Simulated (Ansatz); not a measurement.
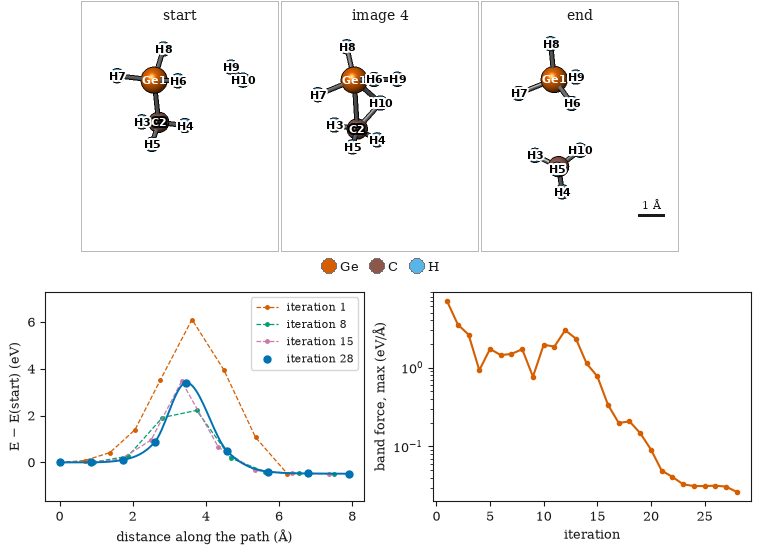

A nudged-elastic-band calculation for CH8Ge, made up at the start of CH6Ge and H2. Images are numbered from 0 (start) to 8 (end). The plot follows the band through its iterations. A ball-and-stick model, seen at a tilt.

Computed with Ansatz 0.2.0, RKS PBE0-D4/def2-mTZVP. Settings: 7 movable images; climbing image; force threshold 0.03 eV/Å; iteration limit 60; starting path through a guess of the saddle point.

Question: Judge this run.

Answer: The result is final at these settings. The band converged in 28 iterations. The largest component of the band force went from 7 to 0.026 eV/Å. The climbing image converged on the top of the path. Its vibrational analysis gives one imaginary mode (1915i cm⁻¹), as a transition state must have. The first iteration put the highest image at 6.11 eV. The highest point, image 4, lies 3.41 eV above the start and 3.89 eV above the end; the end is at −0.48 eV relative to the start.

Limits of the set-up: the start holds two separate molecules, 2.9 Å apart at their closest, whose relative position is a soft coordinate.

Cost: 9.2 min on 1 thread of Arm Neoverse V1, on a shared host, peak memory 0.16 GiB.
